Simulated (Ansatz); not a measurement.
```sh
ansatz run in.yaml --threads 4 --pin off --events-out ev --progress --plain --max-ram 10444MiB
```

```yaml
crystal:
  periodic: [false, false, false]
  atoms:
    - {symbol: C, position_ang: [1.350640, -2.731834, 0.613950]}
    - {symbol: C, position_ang: [0.827153, -1.670184, 0.374480]}
    - {symbol: Ga, position_ang: [0.001355, -0.000763, -0.000973]}
    - {symbol: C, position_ang: [-1.751681, 0.356383, 0.638754]}
    - {symbol: C, position_ang: [-2.865764, 0.583925, 1.045593]}
    - {symbol: C, position_ang: [0.927160, 1.312249, -1.015257]}
    - {symbol: C, position_ang: [1.514557, 2.148219, -1.659154]}
    - {symbol: H, position_ang: [1.812871, -3.669333, 0.825455]}
    - {symbol: H, position_ang: [-3.849538, 0.784880, 1.404882]}
    - {symbol: H, position_ang: [2.033239, 2.886457, -2.227721]}
basis:
  gaussian: {orbitals: def2-TZVPP}
hamiltonian: {xc: {name: CAM-B3LYP}, dispersion: d4}
output: {orbitals: {seedname: orbitals}}
```

Work out the structure from the coordinates.

It has 10 atoms: 6 carbon, 3 hydrogen and 1 gallium (C₆H₃Ga). SMILES: `C#[C][Ga]([C]#C)[C]#C`. Among its groups: alkyne. This geometry has D3h symmetry. All atoms lie on one plane. Coordination: 6 C linear; 1 Ga trigonal planar.

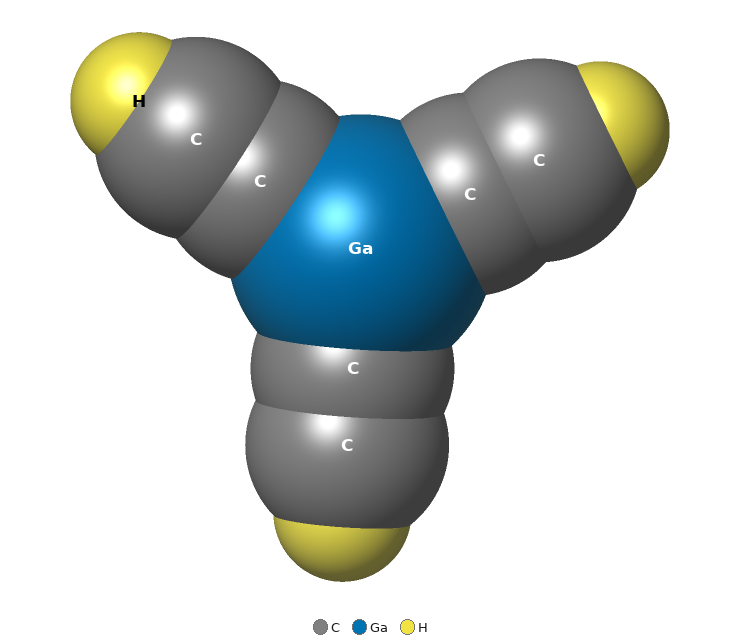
